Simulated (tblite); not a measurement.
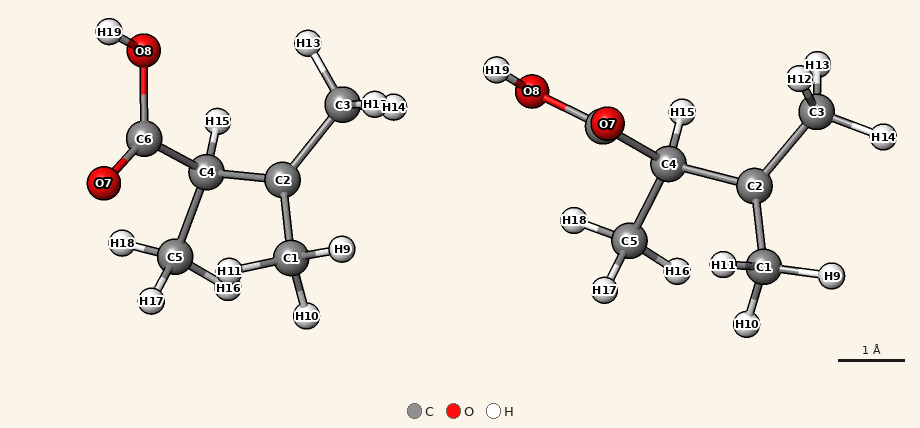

Two geometries of C6H11O2 (multiplicity 2), drawn at one scale. One is the start of a relaxation, the other its converged end. A ball-and-stick model, seen at a tilt.

These are results of GFN2-xTB geometry optimisation, gas phase (tblite), not measurements. 

Which one is relaxed?

Answer. The left one is the relaxed one. The largest moves after the best rigid fit, 1.38 Å, are those of O8 and H19. By element the largest moves are O 1.38 Å, H 1.38 Å, C 0.27 Å. Near-neighbour distances that change, for instance: C2–C4 1.520 → 1.490 Å, C2–C3 1.507 → 1.483 Å, C1–H9 1.099 → 1.087 Å, C6–O7 1.221 → 1.210 Å. Bond angles that change, for instance: C2–C4–C6 111.7° → 95.1°, C6–O8–H19 103.5° → 109.6°, C2–C4–H15 106.9° → 111.0°. Groups turn about C4–C6 by about 75°, C2–C3 by about 65°, C1–C2 by about 25°. The energy falls by 29.5 kJ/mol in 200 geometry steps.
